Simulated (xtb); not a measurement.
## Energy and gradient calculation of C$_{2}$H$_{5}$FPSi (charge +1)

- system: C$_{2}$H$_{5}$FPSi, charge +1, SMILES FC1=C([SiH3])[PH2+]1
- method: GFN1-xTB (xtb 6.7.1)

The geometry comes from this level: GFN2-xTB.

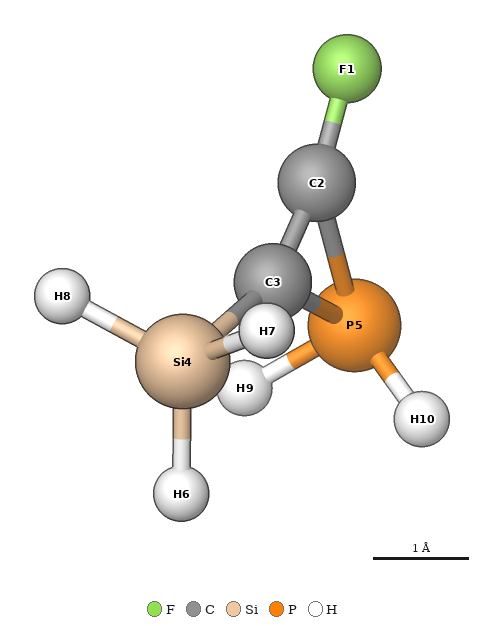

Figure 1. The structure as given in the input (ball-and-stick view, seen at an oblique angle; atoms are numbered from 1 in the order of the input).

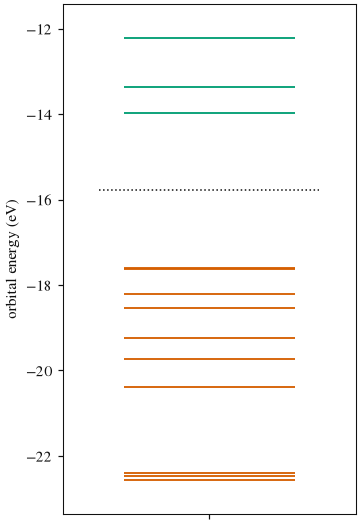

Figure 2. Orbital energies near the frontier; the dotted line parts filled from empty levels, and levels within 0.02 eV of each other stand side by side. Highest filled −17.59 eV, lowest empty −13.98 eV, 3.61 eV apart.

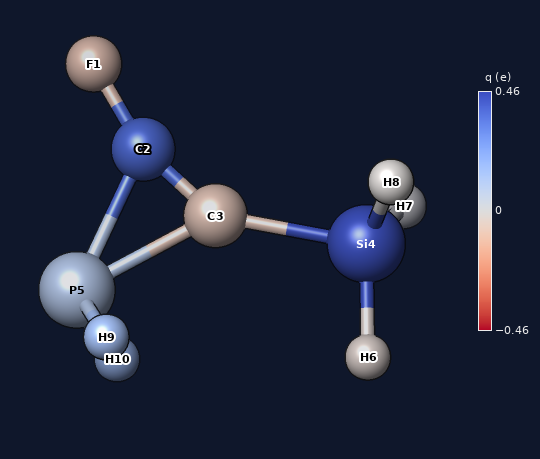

Figure 3. Mulliken charges, as the colour of each atom (ball-and-stick view, seen at a tilt; atoms are numbered from 1 in the order of the input). By element: F −0.09, C −0.08 to +0.38, Si +0.44, P +0.09 and H −0.03 to +0.15 e.

The input and output of the run follow.

## The input (start.xyz)
```
10

F      2.103710    -1.893660     0.384370
C      1.263990    -0.946290     0.281060
C      0.223760    -0.277700     0.020440
Si    -1.588570    -0.242320    -0.732280
P      1.567050     0.919480     0.902310
H     -1.967810     1.152280    -0.533540
H     -1.312970    -0.631960    -2.108080
H     -2.254940    -1.206790     0.131600
H      0.574750     1.307290     1.795700
H      1.391030     1.819660    -0.141590
```

Launched with:
```bash
xtb start.xyz --grad --json -c 1 --gfn 1 > out.txt
```

## Output
```
* xtb version 6.7.1
   ID    Z sym.   atoms
    1    9 F      1
    2    6 C      2, 3
    3   14 Si     4
    4   15 P      5
    5    1 H      6-10

           -------------------------------------------------
          |                Calculation Setup                |
           -------------------------------------------------

          program call               : xtb start.xyz --grad --json -c 1 --gfn 1
          coordinate file            : start.xyz
          omp threads                :                     1

           -------------------------------------------------
          |                 G F N 1 - x T B                 |
           -------------------------------------------------

      * Hamiltonian:
        H0-scaling (s, p, d)           1.850000    2.250000    2.000000
        zeta-weighting                 0.000000
      * Dispersion:
        s8                             2.400000
        a1                             0.630000
        a2                             5.000000
        s9                             0.000000
      * Repulsion:
        kExp                           1.500000
        rExp                           1.000000
      * Coulomb:
        alpha                          2.000000
        third order                    atomic
        anisotropic                    false
      * Halogen bond correction:
        rad-scale                      1.300000
        damping                        0.440000

          ...................................................
          :                      SETUP                      :
          :.................................................:
          :  # basis functions                  42          :
          :  # atomic orbitals                  40          :
          :  # shells                           22          :
          :  # electrons                        28          :
          :  # halogen bonds                     0          :
          :  max. iterations                   250          :
          :  Hamiltonian                  GFN1-xTB          :
          :  restarted?                      false          :
          :  GBSA solvation                  false          :
          :  PC potential                    false          :
          :  electronic temp.          300.0000000     K    :
          :  accuracy                    1.0000000          :
          :  -> integral cutoff          0.2500000E+02      :
          :  -> integral neglect         0.1000000E-07      :
          :  -> SCF convergence          0.1000000E-05 Eh   :
          :  -> wf. convergence          0.2000000E-04 e    :
          :  Broyden damping             0.4000000          :
          :  net charge                          1          :
          :  unpaired electrons                  0          :
          ...................................................

 iter      E             dE          RMSdq      gap      omega  full diag
   1    -16.0206547 -0.160207E+02  0.661E+00    4.07       0.0  T
   2    -16.0985347 -0.778799E-01  0.395E+00    3.86       1.0  T
   3    -16.1070313 -0.849668E-02  0.225E+00    3.74       1.0  T
   4    -16.1278290 -0.207976E-01  0.497E-01    3.59       1.0  T
   5    -16.1279153 -0.862966E-04  0.271E-01    3.47       1.0  T
   6    -16.1297666 -0.185132E-02  0.733E-02    3.61       1.0  T
   7    -16.1298257 -0.590582E-04  0.174E-02    3.61       1.8  T
   8    -16.1298287 -0.309563E-05  0.375E-03    3.61       8.4  T
   9    -16.1298289 -0.155491E-06  0.111E-03    3.61      28.4  T
  10    -16.1298289 -0.232247E-08  0.720E-04    3.61      43.9  T
  11    -16.1298289 -0.450717E-08  0.560E-05    3.61     564.8  T
  12    -16.1298289  0.158096E-11  0.396E-05    3.61     798.5  T

   *** convergence criteria satisfied after 12 iterations ***

         #    Occupation            Energy/Eh            Energy/eV
      -------------------------------------------------------------
         1        2.0000           -1.1183836             -30.4328
       ...           ...                  ...                  ...
         8        2.0000           -0.7492609             -20.3884
         9        2.0000           -0.7251311             -19.7318
        10        2.0000           -0.7071007             -19.2412
        11        2.0000           -0.6813619             -18.5408
        12        2.0000           -0.6691354             -18.2081
        13        2.0000           -0.6474826             -17.6189
        14        2.0000           -0.6464820             -17.5917 (HOMO)
        15                         -0.5137005             -13.9785 (LUMO)
        16                         -0.4915094             -13.3747
        17                         -0.4493191             -12.2266
        18                         -0.4047167             -11.0129
        19                         -0.3977029             -10.8220
       ...                                ...                  ...
        40                          1.1218208              30.5263
      -------------------------------------------------------------
                  HL-Gap            0.1327815 Eh            3.6132 eV
             Fermi-level           -0.5800913 Eh          -15.7851 eV

 SCC (total)                   0 d,  0 h,  0 min,  0.009 sec
 SCC setup                      ...        0 min,  0.000 sec (  0.850%)
 Dispersion                     ...        0 min,  0.000 sec (  0.332%)
 classical contributions        ...        0 min,  0.000 sec (  0.083%)
 integral evaluation            ...        0 min,  0.002 sec ( 22.185%)
 iterations                     ...        0 min,  0.003 sec ( 37.704%)
 molecular gradient             ...        0 min,  0.003 sec ( 37.624%)
 printout                       ...        0 min,  0.000 sec (  1.091%)

         :::::::::::::::::::::::::::::::::::::::::::::::::::::
         ::                     SUMMARY                     ::
         :::::::::::::::::::::::::::::::::::::::::::::::::::::
         :: total energy             -15.984167495743 Eh    ::
         :: gradient norm              0.025350707016 Eh/a0 ::
         :: HOMO-LUMO gap              3.613168919507 eV    ::
         ::.................................................::
         :: SCC energy               -16.129828911551 Eh    ::
         :: -> electrostatic           0.123506276671 Eh    ::
         :: repulsion energy           0.149493806225 Eh    ::
         :: dispersion energy         -0.003832390417 Eh    ::
         :: halogen bond corr.         0.000000000000 Eh    ::
         :: add. restraining           0.000000000000 Eh    ::
         :: total charge               1.000000000000 e     ::
         :::::::::::::::::::::::::::::::::::::::::::::::::::::

           -------------------------------------------------
          |                Property Printout                |
           -------------------------------------------------

    * Orbital Energies and Occupations

         #    Occupation            Energy/Eh            Energy/eV
      -------------------------------------------------------------
         1        2.0000           -1.1183836             -30.4328
         2        2.0000           -1.0106877             -27.5022
         3        2.0000           -0.8952224             -24.3602
         4        2.0000           -0.8524520             -23.1964
         5        2.0000           -0.8291361             -22.5619
         6        2.0000           -0.8254014             -22.4603
         7        2.0000           -0.8233217             -22.4037
         8        2.0000           -0.7492609             -20.3884
         9        2.0000           -0.7251311             -19.7318
        10        2.0000           -0.7071007             -19.2412
        11        2.0000           -0.6813619             -18.5408
        12        2.0000           -0.6691354             -18.2081
        13        2.0000           -0.6474826             -17.6189
        14        2.0000           -0.6464820             -17.5917 (HOMO)
        15                         -0.5137005             -13.9785 (LUMO)
        16                         -0.4915094             -13.3747
        17                         -0.4493191             -12.2266
        18                         -0.4047167             -11.0129
        19                         -0.3977029             -10.8220
        20                         -0.3736839             -10.1685
        21                         -0.3645478              -9.9199
        22                         -0.3249191              -8.8415
        23                         -0.3059791              -8.3261
        24                         -0.2919230              -7.9436
        25                         -0.2713384              -7.3835
       ...                                ...                  ...
        40                          1.1218208              30.5263
      -------------------------------------------------------------
                  HL-Gap            0.1327815 Eh            3.6132 eV
             Fermi-level           -0.5800913 Eh          -15.7851 eV

  Mulliken/CM5 charges         n(s)   n(p)   n(d)
     1     -0.09024 -0.11306   1.801  5.290  0.000
     2      0.38286  0.42659   1.023  2.594  0.000
     3     -0.07712 -0.03332   1.242  2.835  0.000
     4      0.43898  0.15210   1.370  1.669  0.522
     5      0.08790 -0.12564   1.789  2.989  0.134
     6     -0.02899  0.05705   1.029  0.000  0.000
     7     -0.01046  0.07611   1.010  0.000  0.000
     8     -0.01054  0.07604   1.011  0.000  0.000
     9      0.15376  0.24194   0.846  0.000  0.000
    10      0.15384  0.24219   0.846  0.000  0.000

Wiberg/Mayer (AO) data.
largest (>0.10) Wiberg bond orders for each atom

 ---------------------------------------------------------------------------
     #   Z sym  total        # sym  WBO       # sym  WBO       # sym  WBO
 ---------------------------------------------------------------------------
     1   9      1.329 --     2      1.107     3      0.139
     2   6      3.835 --     3      2.003     1      1.107     5      0.556
     3   6      3.748 --     2      2.003     4      0.813     5      0.738
                             1      0.139
     4  14      3.705 --     6      0.920     8      0.905     7      0.905
                             3      0.813
     5  15      3.213 --    10      0.900     9      0.900     3      0.738
                             2      0.556
     6   1      0.992 --     4      0.920
     7   1      0.993 --     4      0.905
     8   1      0.993 --     4      0.905
     9   1      0.979 --     5      0.900
    10   1      0.979 --     5      0.900
 ---------------------------------------------------------------------------

Topologies differ in total number of bonds
Writing topology from bond orders to xtbtopo.mol

 dipole moment from electron density (au)
     X       Y       Z
   0.3139   0.4043   0.2383  total (Debye):    1.435

           -------------------------------------------------
          | TOTAL ENERGY              -15.984167495743 Eh   |
          | GRADIENT NORM               0.025350707016 Eh/α |
          | HOMO-LUMO GAP               3.613168919507 eV   |
           -------------------------------------------------

------------------------------------------------------------------------
------------------------------------------------------------------------
 total:
 *  cpu-time:     0 d,  0 h,  0 min,  0.015 sec
 * ratio c/w:     1.000 speedup
 SCF:
 *  cpu-time:     0 d,  0 h,  0 min,  0.009 sec
 * ratio c/w:     1.000 speedup
```

## Standard error
```
normal termination of xtb
```

## Key numbers

```csv
quantity,value
outcome,converged
electrons treated,28
total energy,−15.984167 hartree
dispersion energy,−0.003832 hartree
basis functions,42
largest force,0.821 eV/Å
HOMO,−17.59 eV
LUMO,−13.98 eV
hardware,"1 thread of Arm Neoverse V1, 24 GiB of memory available, shared host"
peak memory,0.072 GiB
```
